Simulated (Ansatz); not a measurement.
The compound is ReF3 (honeycomb trihalide sheet).

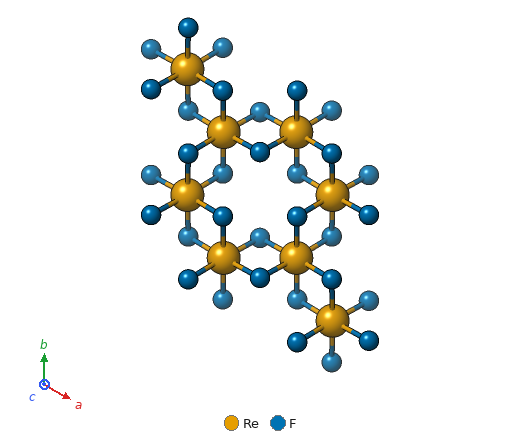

The structure (rhenium orange, fluorine blue). 2×2×1 cells are drawn. Some periodic images of atoms are drawn too.

The cell holds 8 atoms: 2 Re and 6 F. Cell: a = 4.537 Å, b = 4.537 Å, c = 28.448 Å, α = 90.0°, β = 90.0°, γ = 120.0°. Vacuum lies along c.

```
Re F
1.0
     3.70475   -1.85238    1.85238
    -1.85238   -1.85238   -3.70475
    16.42446   16.42446  -16.42446
Re F
2 6
Direct
  0.33333 0.66667 0.32206
  0.66667 0.33333 0.32206
  0.34130 0.00000 0.37092
  0.00000 0.34130 0.37092
  0.65870 0.65870 0.37092
  0.65870 0.00000 0.27321
  0.00000 0.65870 0.27321
  0.34130 0.34130 0.27321
```

The structure was relaxed with PBEsol. The structure was generated from a model, not taken from a measurement. The runs that relaxed it are not among those shown. The program's search for lower electronic states was switched off, so nothing shows that the state found is the lowest. Spin-orbit coupling is left out unless a run names it. PAW set soft_2, made with PBE.

A constrained-RPA run (Ansatz 0.2.0; non-magnetic PBEsol; Re t2g, bands v4 to c2, 6×6×1 mesh, medium accuracy) builds 6 functions on bands 4.7 eV wide, with 8.0 electrons in the window. The bare on-site interaction is 11.9 eV and the bare J 0.43 eV.

Q: What U and J survive the screening?

On the Re t2g shell, U = 5.30 eV (45 % of the bare value), U′ = 4.58 eV, J = 0.30 eV.

The parent state is non-magnetic and the interaction static (zero frequency); U depends on the window and the orbitals, so it belongs to this model alone. Spin-orbit coupling, which is strong for atoms this heavy, is left out.

[Paths, hosts, dates, memory and timing lines, banners, echoed tables and standing remarks are left out of the program output.]

[Logs are printed without paths, hosts, clocks, repeated set-up lines and the standing remarks that a program may print on its own settings, such as how far it seeks lower states.]

[Runs of the session that timed out or met a known fault of the program may be left out.]

[Hosts, paths, dates, database ids (printed as entryN), source tags and the programs' standing remarks are cut or masked in the printed files.]
